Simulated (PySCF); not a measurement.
Heptafluoropropane, SMILES FC(C(F)(F)F)C(F)(F)F at its PBE0/def2-SVP optimised geometry (Å):

```
11

F      0.6085     0.9450    -1.1118
C      0.1332     0.3331     0.0000
C     -1.3884     0.4863     0.0199
F     -1.6941     1.7779    -0.0308
F     -1.8866    -0.0208     1.1436
F     -1.9619    -0.1184    -1.0107
C      0.6332    -1.1123     0.0000
F      0.2169    -1.7779    -1.0674
F      1.9619    -1.1123     0.0000
F      0.2127    -1.7464     1.0904
H      0.5291     0.8249     0.9040
```

Computed with PBE0/def2-TZVP (PySCF). Cells within 0.4 Å of a nucleus heavier than hydrogen are left out (blank, or x).

Map of the Laplacian of the electron density (e/bohr⁵) on the plane z = 0.0 Å:

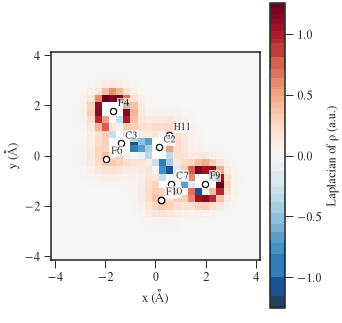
Laplacian of the electron density (e/bohr⁵) on the plane z = 0.0 Å.
